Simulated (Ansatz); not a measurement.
# Run report: BNH6SO, geometry relaxation (part 2 of 2)

BNH6SO; RKS PBE0-D4/6-31G* (Ansatz 0.2.0). It belongs to a series of runs on one base structure; here: end point B relaxed.

## Trajectory as extended XYZ, continued
```
10
Properties=species:S:1:pos:R:3:forces:R:3 step=11 energy=-15139.29889
B    -0.0200    0.4092    0.1742   -0.0241   0.1119  -0.2392
N    -0.0231    0.2076    1.8515    0.0225  -0.0683   0.1105
H    -0.7468   -0.4283    2.1816    0.0224  -0.0175   0.0251
H     0.8926   -0.1848    2.0729   -0.0022  -0.0107   0.0279
O     1.2863    0.0014   -0.2296   -0.1615  -0.7336  -0.2605
H     1.2243   -0.8127   -0.7658    0.0351   0.7008   0.3520
H    -0.9798   -0.2306   -0.2150    0.0993  -0.0341   0.0465
S    -0.2362    2.3012   -0.1005   -0.1627   0.0311   0.0413
H    -1.5690    2.3610    0.1318    0.1669  -0.0118  -0.0399
H    -0.1160    1.0983    2.3399    0.0042   0.0324  -0.0638
10
Properties=species:S:1:pos:R:3:forces:R:3 step=12 energy=-15139.32297
B    -0.0481    0.3892    0.1890    0.0197   0.0971   0.1177
N    -0.0344    0.2073    1.8628   -0.0793  -0.0689   0.0953
H    -0.7250   -0.4493    2.2247    0.0247   0.0291  -0.0256
H     0.8993   -0.1612    2.0468    0.0086   0.0098   0.0623
O     1.2591   -0.0631   -0.1357    0.2143  -0.4953  -0.4320
H     1.2372   -0.7008   -0.8644   -0.0300   0.3372   0.2401
H    -1.0046   -0.2478   -0.1971   -0.0118  -0.0031  -0.0422
S    -0.2055    2.2842   -0.1134   -0.0027  -0.0415  -0.0052
H    -1.5314    2.3625    0.0877   -0.1323   0.0817  -0.0189
H    -0.1345    1.1012    2.3406   -0.0112   0.0539   0.0085
10
Properties=species:S:1:pos:R:3:forces:R:3 step=13 energy=-15139.25587 accepted=F
B     0.0172    0.3751    0.2432   -0.5666  -0.3727  -0.1418
N    -0.0198    0.1956    1.9084    0.5428   0.3072  -0.1123
H    -0.7180   -0.4563    2.2481   -0.1215  -0.1447  -0.0142
H     0.9122   -0.1689    2.1345   -0.1978   0.0600   0.0930
O     1.2819   -0.1824   -0.1288   -0.1832   0.4808   0.3650
H     1.1252   -0.5865   -0.9842    0.2312  -0.0959  -0.1994
H    -0.9260   -0.2140   -0.2155   -0.3624  -0.2537   0.1836
S    -0.2359    2.2461   -0.0949    0.4733   0.6739  -0.0418
H    -1.5771    2.4115   -0.0428    0.1281  -0.3950   0.0265
H    -0.1474    1.1023    2.3728    0.0561  -0.2599  -0.1586
10
Properties=species:S:1:pos:R:3:forces:R:3 step=14 energy=-15139.34499
B    -0.0455    0.3787    0.2153    0.1224   0.0512   0.0140
N    -0.0253    0.1989    1.8810    0.0128  -0.0135   0.0353
H    -0.7160   -0.4594    2.2360   -0.0016   0.0018   0.0014
H     0.9074   -0.1589    2.0885    0.0221  -0.0325   0.0160
O     1.2518   -0.1044   -0.1256    0.0518  -0.2913  -0.1879
H     1.2146   -0.6321   -0.9332   -0.0013   0.2071   0.1411
H    -1.0112   -0.2372   -0.1788   -0.0611  -0.0137  -0.0050
S    -0.1927    2.2787   -0.0892   -0.0605  -0.0083  -0.0170
H    -1.5339    2.3612   -0.0024   -0.0273   0.0465  -0.0096
H    -0.1367    1.0965    2.3491   -0.0571   0.0528   0.0117
10
Properties=species:S:1:pos:R:3:forces:R:3 step=15 energy=-15139.35493
B    -0.0381    0.3644    0.2335    0.0146  -0.0504   0.0191
N    -0.0196    0.1957    1.8906    0.0800   0.0471   0.0609
H    -0.7062   -0.4695    2.2393   -0.0074  -0.0141   0.0037
H     0.9149   -0.1480    2.1187   -0.0113  -0.0054   0.0076
O     1.2471   -0.1635   -0.1037   -0.1456  -0.3763  -0.7806
H     1.2059   -0.5605   -0.9979    0.0846   0.4238   0.7512
H    -1.0217   -0.2312   -0.1530   -0.0390  -0.0109  -0.0140
S    -0.1846    2.2675   -0.0851   -0.0138   0.0374  -0.0359
H    -1.5300    2.3697   -0.0482    0.0697  -0.0366  -0.0119
H    -0.1553    1.0978    2.3466   -0.0318  -0.0147  -0.0001
10
Properties=species:S:1:pos:R:3:forces:R:3 step=16 energy=-15139.38780
B    -0.0672    0.3472    0.2591    0.0160   0.0068  -0.0087
N    -0.0072    0.1847    1.9123   -0.0895  -0.0497   0.1100
H    -0.6012   -0.5757    2.2538    0.1520   0.1604  -0.0536
H     0.9685   -0.0421    2.1324   -0.1710   0.0973  -0.0078
O     1.1812   -0.2517   -0.0906   -0.0429  -0.1062  -0.2878
H     1.1919   -0.4580   -1.0365    0.0244   0.1297   0.2828
H    -1.0910   -0.1918   -0.1194    0.0057   0.0383   0.0837
S    -0.1278    2.2607   -0.0714   -0.1175  -0.0336  -0.0366
H    -1.4696    2.3891   -0.1776    0.1530  -0.0227   0.0171
H    -0.2653    1.0598    2.3786    0.0699  -0.2204  -0.0990
10
Properties=species:S:1:pos:R:3:forces:R:3 step=17 energy=-15139.42002
B    -0.0771    0.3220    0.2605   -0.0904   0.0385   0.2212
N    -0.0074    0.1755    1.9170    0.0956   0.0713   0.0095
H    -0.4539   -0.6805    2.2475    0.0790   0.0290  -0.0284
H     0.9814    0.1502    2.1858   -0.1398   0.0089  -0.0804
O     1.1205   -0.3573   -0.1145   -0.1679   0.0891  -0.0903
H     1.1722   -0.3723   -1.0779    0.0710  -0.0121   0.0800
H    -1.1598   -0.1497   -0.0461    0.0771   0.0381  -0.0341
S    -0.0468    2.2384   -0.0897   -0.0282  -0.1443  -0.0076
H    -1.3788    2.4148   -0.2147    0.0929  -0.0154   0.0011
H    -0.4379    0.9811    2.3730    0.0108  -0.1032  -0.0710
10
Properties=species:S:1:pos:R:3:forces:R:3 step=18 energy=-15139.44471
B    -0.1006    0.3106    0.2842   -0.0531   0.0152  -0.2493
N    -0.0078    0.1736    1.9045    0.0324   0.0731   0.3198
H    -0.2756   -0.7561    2.2343    0.0678   0.0600  -0.0711
H     0.9605    0.3491    2.1884   -0.0943  -0.0372  -0.0722
O     1.0475   -0.4292   -0.1245    0.0335   0.0084  -0.0289
H     1.1606   -0.3555   -1.0796   -0.0334   0.0024   0.0996
H    -1.2104   -0.0931   -0.0163    0.0085  -0.0121   0.0240
S     0.0270    2.2132   -0.0873    0.0001  -0.0642   0.0230
H    -1.2939    2.4351   -0.2196    0.0182   0.0475  -0.0156
H    -0.5950    0.8745    2.3568    0.0203  -0.0929  -0.0294
10
Properties=species:S:1:pos:R:3:forces:R:3 step=19 energy=-15139.45639
B    -0.1134    0.3121    0.2710    0.0178  -0.0290   0.0510
N    -0.0130    0.1829    1.9032    0.0048  -0.0013   0.0785
H    -0.1503   -0.7804    2.2065    0.0185  -0.0704  -0.0108
H     0.9231    0.4747    2.1872    0.0075   0.0072  -0.0133
O     1.0293   -0.4498   -0.1188   -0.0567   0.0332   0.0188
H     1.1325   -0.4028   -1.0748    0.0141  -0.0018  -0.0125
H    -1.2282   -0.0840   -0.0150   -0.0013  -0.0018  -0.0201
S     0.0656    2.2020   -0.0908   -0.0308   0.0333  -0.0523
H    -1.2460    2.4868   -0.2032    0.0336   0.0186  -0.0085
H    -0.6873    0.7809    2.3756   -0.0076   0.0122  -0.0308
10
Properties=species:S:1:pos:R:3:forces:R:3 step=20 energy=-15139.44926 accepted=F
B    -0.1255    0.3189    0.2811   -0.0171  -0.1017  -0.0305
N    -0.0126    0.1755    1.9150    0.0056  -0.0591   0.3263
H    -0.0367   -0.8199    2.1913    0.0112   0.5276  -0.1526
H     0.8949    0.5690    2.2014   -0.3597  -0.1570  -0.0475
O     1.0010   -0.4656   -0.1128   -0.0136   0.0261  -0.0513
H     1.1050   -0.4139   -1.0698    0.0102  -0.0029   0.0572
H    -1.2463   -0.0597   -0.0059   -0.0150  -0.0043   0.0275
S     0.0963    2.1945   -0.1265   -0.0421   0.0303   0.0480
H    -1.2031    2.5382   -0.2344    0.0644  -0.0410   0.0125
H    -0.7608    0.6854    2.4016    0.3560  -0.2179  -0.1896
10
Properties=species:S:1:pos:R:3:forces:R:3 step=21 energy=-15139.45888
B    -0.1245    0.3111    0.2791   -0.0073   0.0002  -0.0229
N    -0.0101    0.1783    1.9113   -0.0221  -0.0171  -0.0261
H    -0.1023   -0.7969    2.1966    0.0060  -0.0044   0.0028
H     0.9120    0.5084    2.1958    0.0283   0.0116   0.0000
O     1.0091   -0.4594   -0.1175   -0.0173  -0.0021   0.0091
H     1.1304   -0.3877   -1.0701   -0.0019   0.0015   0.0008
H    -1.2466   -0.0780   -0.0006    0.0473   0.0260   0.0162
S     0.0790    2.1970   -0.1083    0.0134  -0.0326   0.0102
H    -1.2229    2.5100   -0.2323   -0.0249   0.0086  -0.0038
H    -0.7119    0.7396    2.3870   -0.0214   0.0083   0.0136
10
Properties=species:S:1:pos:R:3:forces:R:3 step=22 energy=-15139.45891
B    -0.1245    0.3120    0.2803   -0.0087   0.0035  -0.0190
N    -0.0094    0.1772    1.9122   -0.0184  -0.0118  -0.0241
H    -0.0990   -0.7985    2.1963    0.0074  -0.0084   0.0022
H     0.9120    0.5095    2.1970    0.0246   0.0082   0.0009
O     1.0076   -0.4595   -0.1179   -0.0153  -0.0030   0.0102
H     1.1273   -0.3869   -1.0705    0.0017   0.0018  -0.0019
H    -1.2469   -0.0750    0.0007    0.0412   0.0232   0.0141
S     0.0792    2.1990   -0.1034    0.0262  -0.0362   0.0062
H    -1.2214    2.5085   -0.2430   -0.0368   0.0116  -0.0010
H    -0.7125    0.7359    2.3890   -0.0219   0.0111   0.0125
10
Properties=species:S:1:pos:R:3:forces:R:3 step=23 energy=-15139.45834 accepted=F
B    -0.1238    0.3093    0.2790   -0.0881  -0.0105   0.0183
N    -0.0102    0.1775    1.9102    0.0288   0.0144   0.0129
H    -0.0830   -0.7999    2.1934    0.0042  -0.0047   0.0016
H     0.9066    0.5253    2.1937   -0.0010  -0.0094   0.0114
O     0.9958   -0.4809   -0.1179   -0.0111   0.0741   0.0047
H     1.1367   -0.3773   -1.0644    0.0158  -0.0196  -0.0334
H    -1.2508   -0.0617    0.0057    0.0002  -0.0224  -0.0069
S     0.0823    2.1933   -0.1098    0.0356   0.0085  -0.0044
H    -1.2196    2.5125   -0.2380    0.0267  -0.0304   0.0007
H    -0.7218    0.7243    2.3892   -0.0110   0.0000  -0.0048
10
Properties=species:S:1:pos:R:3:forces:R:3 step=24 energy=-15139.45921
B    -0.1257    0.3114    0.2797   -0.0006   0.0045   0.0000
N    -0.0103    0.1779    1.9115   -0.0003   0.0068   0.0047
H    -0.0880   -0.7995    2.1939    0.0029   0.0007   0.0031
H     0.9082    0.5206    2.1964   -0.0103  -0.0025  -0.0019
O     1.0024   -0.4660   -0.1181   -0.0056   0.0012   0.0003
H     1.1288   -0.3847   -1.0692    0.0025  -0.0035  -0.0010
H    -1.2489   -0.0699    0.0030    0.0078   0.0037   0.0016
S     0.0840    2.1951   -0.1069   -0.0040  -0.0062  -0.0010
H    -1.2177    2.5094   -0.2391    0.0001   0.0050  -0.0004
H    -0.7205    0.7280    2.3897    0.0075  -0.0096  -0.0053
```

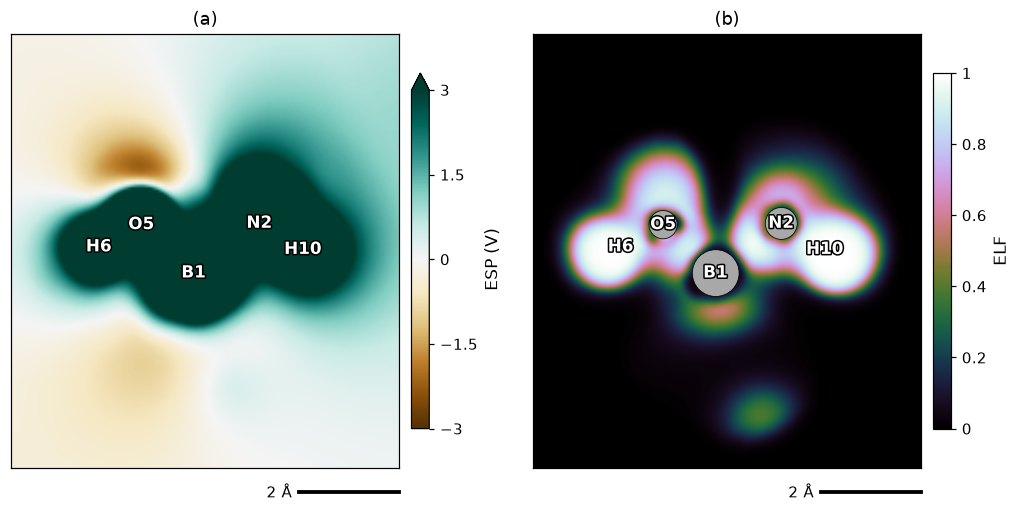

**Figure 1.** (a) molecular electrostatic potential; (b) electron localisation function on the plane of atoms N2, B1 and O5. Grey discs, where drawn, cover atomic cores. The section cuts through B, N, O and H sites. B–N (1.64 Å): the ELF peaks at about 0.95 between the atoms (a shared but strongly polarised pair). O–H (0.96 Å): the ELF climbs to about 1 towards the hydrogen, as it does in any bond to H; a covalent bond by its length.

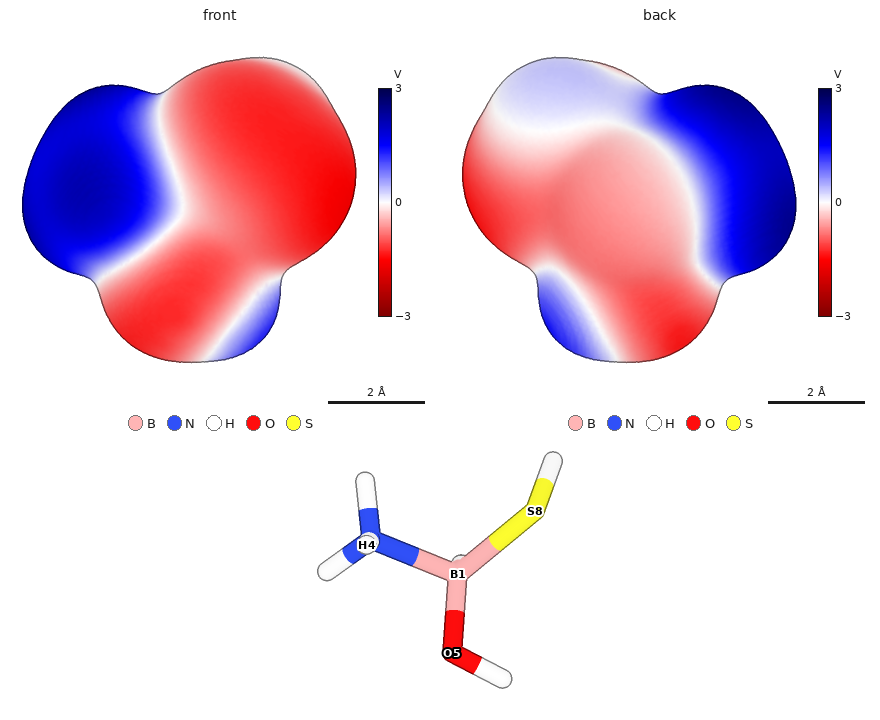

**Figure 2.** The electrostatic potential painted on the density surface at 0.001 e/bohr³, seen face on and from behind; the colour scale runs from red (negative) to blue (positive). The bare structure is drawn below in the same view. A positive charge is drawn to the negative regions and a negative charge to the positive ones.

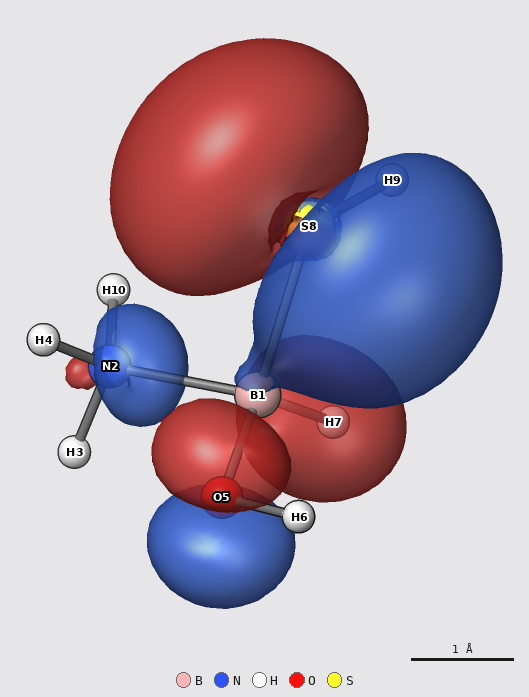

**Figure 3.** The HOMO at ±0.08 Å⁻³ᐟ² (red and blue are the two phases), seen at a tilt. Its energy is −6.11 eV.

The run was set up as follows.

## Input file
```yaml
crystal:
  periodic: [false, false, false]
  atoms:
    - { symbol: B, position_ang: [-0.025437, 0.548076, -0.431487] }
    - { symbol: "N", position_ang: [-0.044094, -0.065612, 2.242248] }
    - { symbol: H, position_ang: [-0.719688, -0.369726, 2.940115] }
    - { symbol: H, position_ang: [0.878266, -0.269297, 2.617571] }
    - { symbol: O, position_ang: [1.2461, 0.139663, -0.641762] }
    - { symbol: H, position_ang: [1.277569, -0.807568, -0.817041] }
    - { symbol: H, position_ang: [-0.992731, -0.129556, -0.621075] }
    - { symbol: S, position_ang: [-0.224831, 2.359695, -0.01467] }
    - { symbol: H, position_ang: [-1.569964, 2.35015, -0.016281] }
    - { symbol: H, position_ang: [-0.112892, 0.966477, 2.183282] }
basis:
  gaussian: { orbitals: "6-31G*" }
hamiltonian:
  xc: pbe0
  dispersion: d4
relax:
  f_tol: 0.03
  max_steps: 50
output:
  orbitals: {}
```

Launch command:
```bash
ansatz run input.yaml --threads 1 --pin off --max-ram 2048MiB --backend cpu --events-out ev --progress --plain --runs-dir out
```

## Key numbers

```csv
quantity,value
outcome,converged
total energy,−15139.4592 eV
mean-field energy,−15139.3083 eV
largest force (length of the vector) at the end,0.013 eV/Å
hardware,"1 thread of Arm Neoverse V1, 24 GiB of memory available, shared host"
wall time,88 s
peak memory,0.14 GiB
```
